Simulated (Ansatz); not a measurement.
CH2FS (SMILES FC=[SH+]) (charge +1)

The calculation's input:

```
basis:
  gaussian:
    orbitals: def2-TZVPD
crystal:
  periodic: [false, false, false]
  atoms:
    - {symbol: C, position_ang: [0.278788, -0.855660, -0.110957]}
    - {symbol: F, position_ang: [-0.475616, -0.878329, 0.904616]}
    - {symbol: S, position_ang: [1.868244, -0.479769, 0.074536]}
    - {symbol: H, position_ang: [-0.199414, -1.095191, -1.062691]}
    - {symbol: H, position_ang: [2.142831, -0.605508, -1.244599]}
output:
  forces: true
  orbitals: {seedname: orbitals}
hamiltonian:
  xc: {name: PBE0}
total_charge: 1
```

Launched as:

```sh
ansatz run input.yaml --threads 2 --pin off --max-ram 4350MiB --events-out events.jsonl --progress --plain --runs-dir runs
```

Geometry: PBE0-D4/def2-TZVP.

These are results of Ansatz 0.2.0, isolated molecule in a Gaussian basis; Kohn-Sham density functional theory, functional PBE0, not measurements.

**What can the converged electron density and electron localisation function tell about the bonding?**

C–F (1.27 Å): ρ is about 2.9 e/Å³ halfway; the ELF peaks at about 0.85 between the atoms (a polar covalent bond).
C–S (1.64 Å): ρ at the midpoint is about 1.7 e/Å³; the ELF peaks at about 0.95 between the atoms; localised, covalent bonding.
C–H (1.09 Å): the density is about 2.2 e/Å³ at the midpoint; the ELF climbs to about 1 towards the hydrogen, as it does in any bond to H; an ordinary covalent bond to hydrogen.
S–H (1.35 Å): ρ is about 1.6 e/Å³ halfway; the ELF climbs to about 1 towards the hydrogen: an ordinary covalent bond to hydrogen.

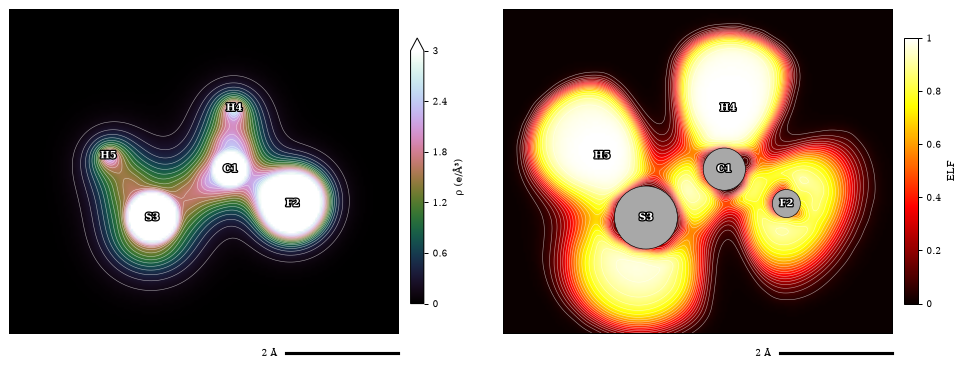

Computed electron density and electron localisation function on the molecular plane, in this order. Grey discs cover the atomic cores in the ELF map. 
